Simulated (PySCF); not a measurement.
**NMR shielding calculation of C7H8Cl2Si**

C7H8Cl2Si, SMILES C[Si](Cl)(Cl)c1ccccc1, computed with GIAO wB97X-D/pcSseg-1 NMR shielding, non-relativistic, IEF-PCM chloroform (PySCF 2.14.0).

The geometry comes from this level: PBE0-D3(BJ)/def2-SVP. Figures and captions count atoms from 1; the log counts them from 0 in places.

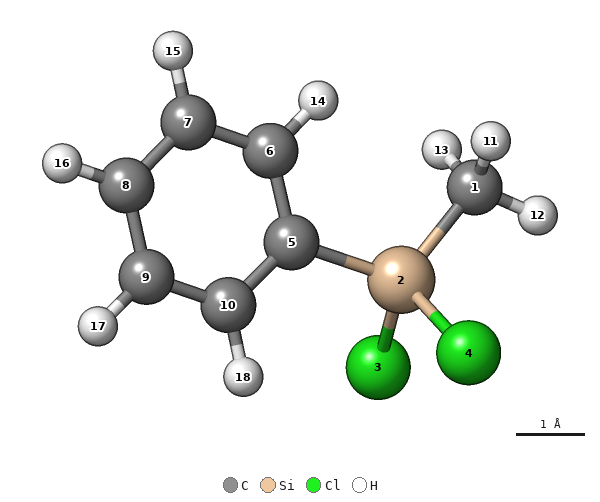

The structure (ball-and-stick view, seen at a tilt; atoms are numbered from 1 in the order of the input).

Summary

| quantity | value |
| --- | --- |
| outcome | converged |
| total energy | −1481.403358 hartree |
| HOMO | −9.38 eV |
| LUMO | 0.63 eV |
| dipole moment | 3.71 D |
| isotropic shielding, C | 42.3 to 180.4 ppm |
| isotropic shielding, Si | 313.1 ppm |
| isotropic shielding, Cl | 863.2 to 865.3 ppm |
| isotropic shielding, H | 23.3 to 30.3 ppm |
| hardware | 1 CPU thread, shared host |
| wall time | 71 s |
| peak memory | 1.4 GiB |

The input
```
{"job": {"xc": "wB97X-D", "basis": "pcSseg-1", "solvent": "chloroform", "kind": "nmr", "pop": false}, "charge": 0, "multiplicity": 1}
C     -2.908945     0.457355     0.384452
Si    -1.696153    -0.809513    -0.221204
Cl    -1.944482    -2.550313     0.873328
Cl    -2.143069    -1.291434    -2.186124
C      0.085443    -0.282407    -0.119496
C      0.425259     0.993546     0.351578
C      1.758731     1.395234     0.422924
C      2.768961     0.523224     0.023448
C      2.445801    -0.750976    -0.445731
C      1.114729    -1.150404    -0.516293
H     -2.834691     1.381981    -0.207483
H     -3.931774     0.065079     0.288862
H     -2.725734     0.693373     1.443899
H     -0.356327     1.689231     0.669163
H      2.008649     2.392793     0.791789
H      3.814388     0.836385     0.077970
H      3.237889    -1.435703    -0.757903
H      0.872565    -2.151132    -0.884837
```

The first line tells a small driver script what to run in PySCF; the rest is the geometry in Å.

Command:
```bash
OMP_NUM_THREADS=1 python <driver script> task.json out
```

Log
```
coarse grid: 17440 points
cycle   1  E = -1481.2724692620  dE =  1.685e+00  |g| = 4.348e-01  |ddm| = 4.112e+00
cycle   2  E = -1481.3075341420  dE = -3.506e-02  |g| = 3.235e-01  |ddm| = 9.547e-01
cycle   3  E = -1481.3312334417  dE = -2.370e-02  |g| = 3.552e-02  |ddm| = 3.865e-01
cycle   4  E = -1481.3315361987  dE = -3.028e-04  |g| = 2.157e-02  |ddm| = 8.185e-02
cycle   5  E = -1481.3316541948  dE = -1.180e-04  |g| = 5.125e-03  |ddm| = 2.498e-02
cycle   6  E = -1481.3316621489  dE = -7.954e-06  |g| = 1.135e-03  |ddm| = 7.536e-03
final grid: 156856 points
cycle   7  E = -1481.4033471451  dE = -2.306e-04  |g| = 6.507e-03  |ddm| = 5.754e-02
cycle   8  E = -1481.4033533691  dE = -6.224e-06  |g| = 4.771e-03  |ddm| = 1.360e-02
cycle   9  E = -1481.4033580371  dE = -4.668e-06  |g| = 6.515e-04  |ddm| = 4.806e-03
cycle  10  E = -1481.4033581260  dE = -8.889e-08  |g| = 3.901e-04  |ddm| = 1.166e-03
cycle  11  E = -1481.4033581666  dE = -4.060e-08  |g| = 7.689e-05  |ddm| = 4.802e-04
cycle  12  E = -1481.4033581685  dE = -1.893e-09  |g| = 2.301e-05  |ddm| = 1.525e-04
cycle  13  E = -1481.4033581686  dE = -1.887e-10  |g| = 6.315e-06  |ddm| = 3.795e-05
```

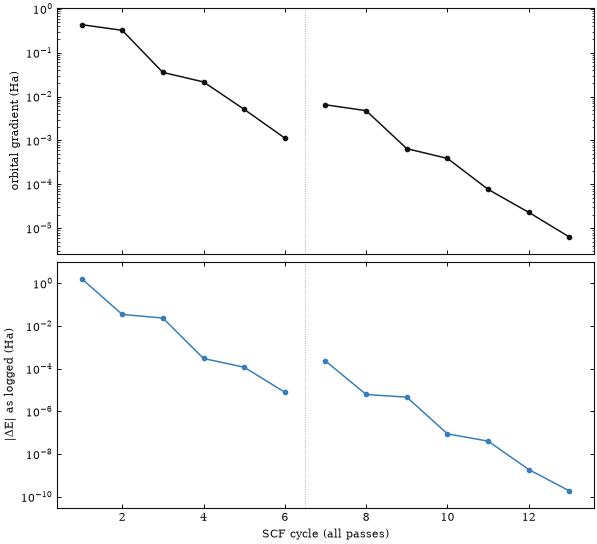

Convergence of the self-consistent field: orbital gradient and size of the energy change against the SCF cycle. The dotted line marks the change from a coarse to the final integration grid. The first 6 cycles use a coarse grid, the final grid takes over at cycle 7, and the field converges after 13 cycles in all.

```
converged SCF energy = -1481.4033581686

GIAO shielding tensors (ppm)
atom      isotropic    diamagn.    paramagn.     s11        s22        s33       span
  0 C      180.425     255.947     -75.522    169.933    181.061    190.282     20.350
  1 Si     313.068     878.743    -565.675    288.186    291.426    359.591     71.405
  2 Cl     865.260    1148.793    -283.533    754.824    857.602    983.355    228.531
  3 Cl     863.240    1148.760    -285.520    754.321    854.509    980.892    226.571
  4 C       44.555     263.277    -218.722    -44.236     -3.585    181.487    225.724
  5 C       45.100     254.248    -209.148    -70.959     30.050    176.210    247.168
  6 C       50.055     254.276    -204.221    -63.152     35.573    177.743    240.895
  7 C       44.634     255.403    -210.769    -69.498     25.710    177.689    247.187
  8 C       48.636     254.410    -205.774    -66.018     33.946    177.981    243.999
  9 C       42.266     253.783    -211.517    -75.761     23.711    178.848    254.609
 10 H       30.287      30.836      -0.550     26.279     27.447     37.135     10.856
 11 H       30.250      25.937       4.314     25.648     28.434     36.669     11.022
 12 H       30.308      30.812      -0.504     26.424     27.393     37.107     10.683
 13 H       23.694      34.309     -10.615     18.732     22.346     30.004     11.271
 14 H       23.713      30.295      -6.582     20.003     24.244     26.892      6.889
 15 H       23.569      28.716      -5.147     20.164     24.327     26.217      6.052
 16 H       23.570      29.300      -5.731     19.872     23.947     26.891      7.019
 17 H       23.345      31.801      -8.455     18.982     20.980     30.074     11.092
```

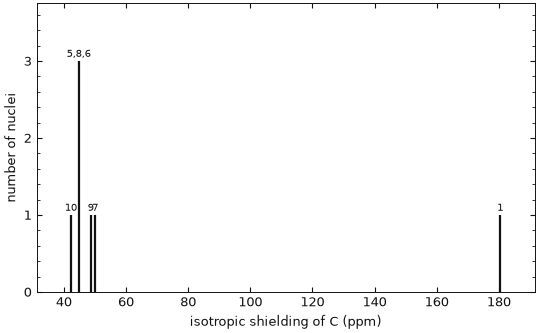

Isotropic shieldings of the carbon nuclei in this fixed geometry, labelled by atom number; shielding grows to the right, so chemical shift grows to the left. The least shielded is C10 (42.3 ppm), the most shielded C1 (180.4 ppm).
